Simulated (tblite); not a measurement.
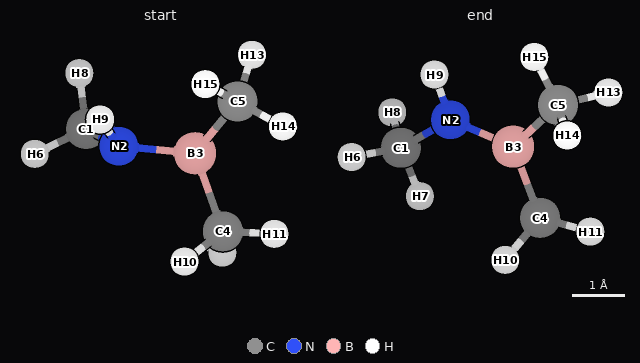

The structure of C$_{3}$H$_{10}$BN before (left) and after (right) a relaxation, at one scale.

A ball-and-stick model, seen at a tilt.

Theory: GFN2-xTB geometry optimisation, gas phase in tblite. 

> What changed between the two?

The largest moves after the best rigid fit, 1.15 Å, are those of H atoms. By element the largest moves are H 1.15 Å, N 0.59 Å, C 0.44 Å, B 0.30 Å. Some distances before and after: B–N 1.492 → 1.385 Å, C–H 1.126 → 1.089 Å, H–N 1.044 → 1.011 Å, B–C 1.612 → 1.592 Å. Among the angles between lasting bonds that change: C–N–B 115.6° → 129.0°, C–B–C 114.0° → 120.4°, N–B–C 114.8° → 120.9°. The energy falls by 143.4 kJ/mol in 131 geometry steps.
